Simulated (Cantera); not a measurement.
Charge: 1 mol CH₃Cl, 1.5 mol CH₄, 4.8 mol H₂, 0.024 mol Si, equilibrated at 7.50 Torr.

Cantera equilibrium calculation (NASA polynomials, part measured and part estimated; ideal gas, pure solids and liquids). Candidate condensed phases: C, C₆H₆, C₇H₈, C₈H₁₈, Si, SiC; 109 gas species. The tables' values for SiCl, SiCl₃ are old estimates; treat these amounts as uncertain. Equilibrium is a limit: real reactors are often held back by kinetics, nucleation or transport.

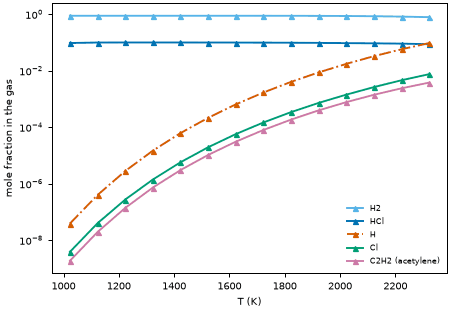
Figure. Equilibrium gas composition (values under 1e-9 drawn at 1e-9)

### Question
Read off the mole fractions at 2323 K.

### Answer
H₂ about 0.80, H about 0.097, HCl about 0.088, Cl about 0.0077, C₂H₂ (acetylene) about 0.0039.
